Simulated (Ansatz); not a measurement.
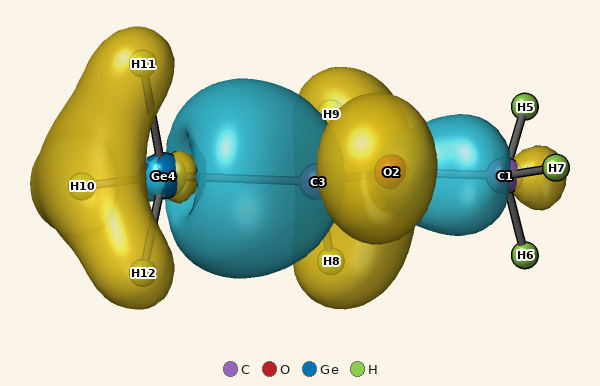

Figure. C₂H₈GeO (SMILES CO[CH2][GeH3]). The HOMO−1 at ±0.1 Å⁻³ᐟ² (yellow and cyan are the two phases), seen from one side.

Geometry: PBE0-D4/def2-TZVP.

The calculation used Ansatz, RKS PBE0-D4/def2-TZVPP.

```yaml
atoms:
  - { symbol: C, position_ang: [-0.2867, 1.9708, 0.4340] }
  - { symbol: O, position_ang: [0.2392, 0.6800, 0.5884] }
  - { symbol: C, position_ang: [-0.2310, -0.2102, -0.3901] }
  - { symbol: Ge, position_ang: [0.5751, -1.9751, -0.0679] }
  - { symbol: H, position_ang: [-1.3827, 1.9685, 0.5139] }
  - { symbol: H, position_ang: [-0.0111, 2.4014, -0.5388] }
  - { symbol: H, position_ang: [0.1268, 2.5927, 1.2285] }
  - { symbol: H, position_ang: [0.0339, 0.1343, -1.4013] }
  - { symbol: H, position_ang: [-1.3277, -0.2965, -0.3552] }
  - { symbol: H, position_ang: [0.0621, -2.9539, -1.1400] }
  - { symbol: H, position_ang: [0.1736, -2.4895, 1.3226] }
  - { symbol: H, position_ang: [2.1053, -1.8777, -0.1602] }
```

### Where does this orbital lie, and at what energy?

It lies mainly on C3 (about 30 %), Ge4 (about 25 %) and O2 (about 20 %). Its energy is −8.36 eV.
